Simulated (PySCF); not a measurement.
SMILES C[Si](C)(C)C[SeH] at its GFN2-xTB optimised geometry (Å):

```
18

C     -0.9798    -1.6491     1.4792
Si    -0.2829    -0.6745     0.0000
C      1.6227    -0.6745     0.0000
C     -0.9426     1.1152     0.0000
C     -0.8430    -1.5447    -1.6202
Se    -2.7977    -1.5998    -1.8482
H     -0.8016    -1.1301     2.4157
H     -0.5255    -2.6324     1.5564
H     -2.0518    -1.7911     1.3791
H      2.0224    -1.6833    -0.0305
H      2.0043    -0.1981     0.8969
H      2.0239    -0.1359    -0.8529
H     -0.6875     1.6364    -0.9186
H     -0.5244     1.6833     0.8250
H     -2.0239     1.1383     0.1045
H     -0.4320    -1.0816    -2.5165
H     -0.5477    -2.5937    -1.6236
H     -2.9864    -0.1679    -1.7978
```

Method: PySCF with PBE0/def2-SVP. Cells within 0.4 Å of a nucleus heavier than hydrogen are left out (blank, or x).

Map of the electrostatic potential (hartree/e), clipped to [-0.08, 0.12] on the plane z = 1.2 Å:

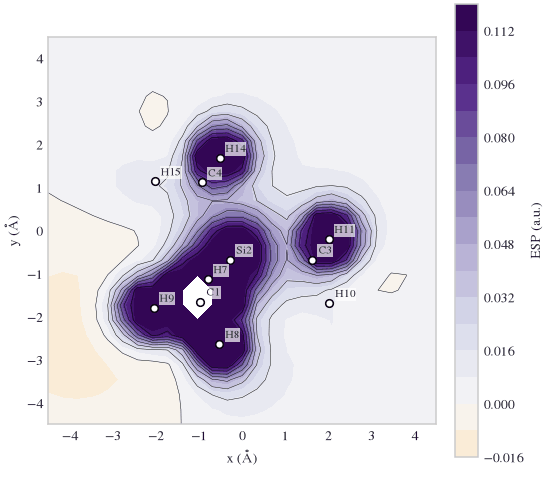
*Electrostatic potential (hartree/e), clipped to [-0.08, 0.12] on the plane z = 1.2 Å.*
